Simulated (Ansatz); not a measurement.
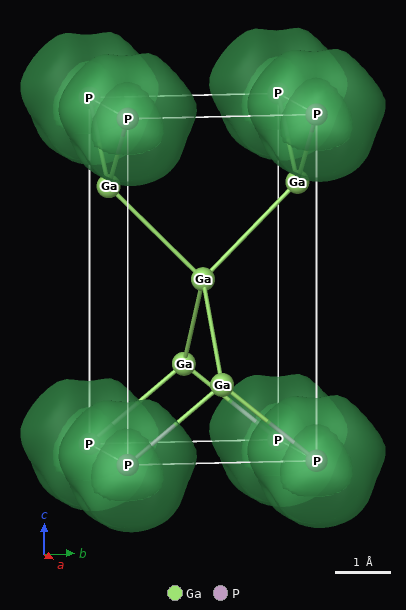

Figure 1: Ga3P. Isosurface of the ELF at 0.65 (green), seen slightly off an axis. Only the valence region is drawn (cores and ρ < 0.01 e/Å³ removed). Sticks mark near contacts.

Space group P-4m2; a generated structure, not necessarily the stable one; changed on purpose from its base cell (volume × 0.88, shape and atoms relaxed); computed pressure about 8 GPa in this cell.

All numbers below come from Ansatz 0.2.0, DFT PBE, scalar-relativistic, plane waves, PAW.

Core electrons are frozen (PAW), and the valence fields are smoothed inside the atomic spheres.

```yaml
crystal:
  lattice:
    - [3.52737, 0.00000, 0.00000]
    - [0.00000, 3.52737, 0.00000]
    - [0.00000, 0.00000, 6.37915]
  atoms:
    - { symbol: Ga, position: [0.50000, 0.00000, 0.77490] }
    - { symbol: Ga, position: [0.00000, 0.50000, 0.22510] }
    - { symbol: Ga, position: [0.50000, 0.50000, 0.50000] }
    - { symbol: P, position: [0.00000, 0.00000, 0.00000] }
```

Where are the electrons localised?

Answer. The ELF exceeds this value in one region on P in which the atom's valence shell and bonds are merged, counted in one cell of 4 atoms. Regions shared between cells count once. Along the contacts the grid gives the following. Ga–P (2.27 Å): the ELF peaks at about 0.90 in the valence shell of P, 0.9 Å from its nucleus, and is about 0.75 at the midpoint. Ga–Ga (2.49 Å): the ELF reaches about 0.60 near the midpoint.
